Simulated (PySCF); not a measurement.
**C₄H₅Cl₂FGe: electronic excitations**

What electronic excitations should C₄H₅Cl₂FGe (`CC#[C][GeH2][C](F)(Cl)Cl`) show?

Computed with PySCF 2.14.0, with density-fitted response routines of our own, on a single molecule in the gas phase. Atoms are numbered from 0 throughout.

**1. Starting geometry**

13 atoms, charge 0, multiplicity 1; geometry from: GFN2-xTB.

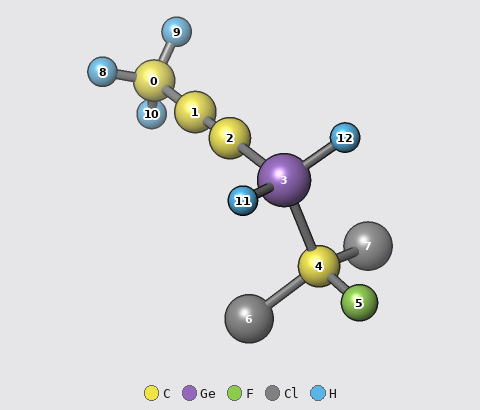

As it starts; carbon yellow, germanium purple, fluorine green, chlorine grey, hydrogen blue, atoms numbered; sticks join atoms by distance.

**2. TDDFT and polarisability: B3LYP/def2-SVPD**

What the job is given:

```
{"job": {"kind": "uv", "xc": "B3LYP", "basis": "def2-SVPD", "nstates": 8, "ntriplets": 3}, "charge": 0, "multiplicity": 1}
C      2.882367     0.392889     0.633481
C      1.524947    -0.066058     0.471333
C      0.390463    -0.454422     0.334072
Ge    -1.384025    -1.032749     0.104214
C     -2.277653     0.406630    -0.959117
F     -3.582325     0.131511    -1.208396
Cl    -2.209766     1.927913    -0.061043
Cl    -1.458751     0.591679    -2.514320
H      3.135581     0.434983     1.692050
H      3.565947    -0.290557     0.131203
H      2.990376     1.387200     0.201889
H     -2.116631    -1.134783     1.406120
H     -1.464918    -2.293750    -0.699644
```

Method: TDDFT B3LYP/def2-SVPD, vertical, gas phase, core orbitals frozen in the response.

Run with:

```console
OMP_NUM_THREADS=1 python probes_run.py task.json out
```

One launch serves the whole session: the jobs run in the order shown.

The program printed:

```text
coarse grid: 58432 points
cycle   1  E = -3251.8352818752  dE =  3.817e-01  |g| = 8.139e-01  |ddm| = 8.124e+00
cycle   2  E = -3251.6184809519  dE =  2.168e-01  |g| = 1.322e+00  |ddm| = 3.125e+00
cycle   3  E = -3251.9588534253  dE = -3.404e-01  |g| = 1.701e-01  |ddm| = 2.062e+00
cycle   4  E = -3251.9641970873  dE = -5.344e-03  |g| = 6.269e-02  |ddm| = 4.117e-01
cycle   5  E = -3251.9647047525  dE = -5.077e-04  |g| = 3.895e-02  |ddm| = 1.489e-01
cycle   6  E = -3251.9650793799  dE = -3.746e-04  |g| = 6.230e-03  |ddm| = 6.463e-02
cycle   7  E = -3251.9650879413  dE = -8.561e-06  |g| = 1.728e-03  |ddm| = 1.754e-02
final grid: 119832 points
cycle   8  E = -3251.9650498942  dE =  7.484e-07  |g| = 2.587e-03  |ddm| = 1.254e-02
cycle   9  E = -3251.9650473550  dE =  2.539e-06  |g| = 4.294e-03  |ddm| = 9.283e-03
cycle  10  E = -3251.9650512946  dE = -3.940e-06  |g| = 4.314e-04  |ddm| = 6.046e-03
cycle  11  E = -3251.9650513395  dE = -4.495e-08  |g| = 1.158e-04  |ddm| = 7.879e-04
cycle  12  E = -3251.9650513428  dE = -3.245e-09  |g| = 1.438e-05  |ddm| = 1.970e-04
cycle  13  E = -3251.9650513428  dE = -5.366e-11  |g| = 5.060e-06  |ddm| = 3.272e-05
converged SCF energy = -3251.9650513428

Static polarisability (au): isotropic 106.546, principal 96.268 96.838 126.531

Singlet excitations
state   eV       nm        f      main configurations
  1   5.7937    214.0   0.00002   H-1->L 0.72, H-1->L+1 0.23
  2   5.9957    206.8   0.02694   H->L 0.78, H-1->L+2 0.12
  3   6.2853    197.3   0.00032   H->L+2 0.71, H->L+4 0.18
  4   6.3518    195.2   0.02066   H->L+1 0.39, H-2->L 0.26, H-1->L+2 0.17
  5   6.5154    190.3   0.00001   H-1->L+1 0.68, H-1->L 0.23
  6   6.6611    186.1   0.01593   H-2->L 0.67, H->L+1 0.20
  7   6.7294    184.2   0.00377   H-3->L 0.85
  8   6.9676    177.9   0.00021   H-1->L+3 0.92

Triplet excitations (Tamm-Dancoff, eV): 5.0247 5.3921 5.4574
```

Run time: 1.8 min. Hardware: 1 thread of Arm Neoverse N1, shared host; peak memory 0.97 GiB.

The orbitals next to the gap, with their largest atomic shares:

| orbital | eV | atoms |
| --- | --- | --- |
| HOMO−3 | -8.64 | Cl6 47 %, Cl7 47 % |
| HOMO−2 | -8.40 | Cl6 26 %, Cl7 26 %, C4 15 % |
| HOMO−1 | -7.74 | C2 40 %, C1 37 %, C0 7 % |
| HOMO | -7.72 | C2 34 %, C1 32 %, C0 6 % |
| LUMO | -0.81 | Cl6 21 %, Cl7 21 %, C4 17 % |
| LUMO+1 | -0.20 | Ge3 19 %, C1 13 %, C2 13 % |
| LUMO+2 | -0.01 | Ge3 18 %, C1 17 %, C2 16 % |

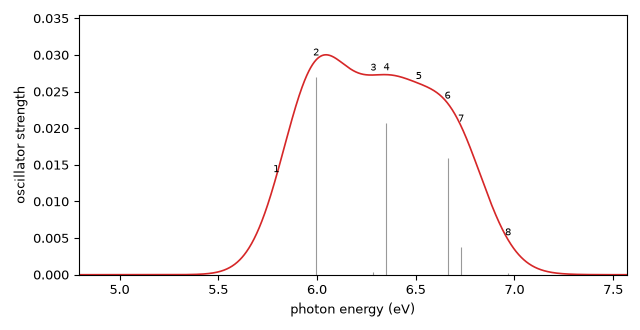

Absorption spectrum from the 8 singlet states computed; above the last one it falls off for lack of states. Lines are broadened to a width of 0.40 eV (Gaussian).

Ground-state properties from the same run:

| property | computed |
| --- | --- |
| dipole moment (D) | 2.99 |
| polarisability (Å³) | 15.79 |
| HOMO–LUMO gap (eV) | 6.91 |
| −ε(HOMO) (eV) | 7.72 |

**3. Summary of results**

| quantity | value |
| --- | --- |
| lowest singlet (B3LYP/def2-SVPD) | 5.79 eV (214 nm), f = 0.000 |
| brightest single state of those computed | state 2, 6.00 eV, f = 0.027 |
| lowest triplet | 5.02 eV |

In words: The first singlet state (HOMO−1→LUMO 0.72, HOMO−1→LUMO+1 0.23) lies at 5.79 eV and is dark; of the 8 states computed, the strongest absorption comes from state 2 at 6.00 eV. The lowest triplet lies 0.77 eV below the lowest singlet (triplets in Tamm-Dancoff, singlets in full TDDFT).
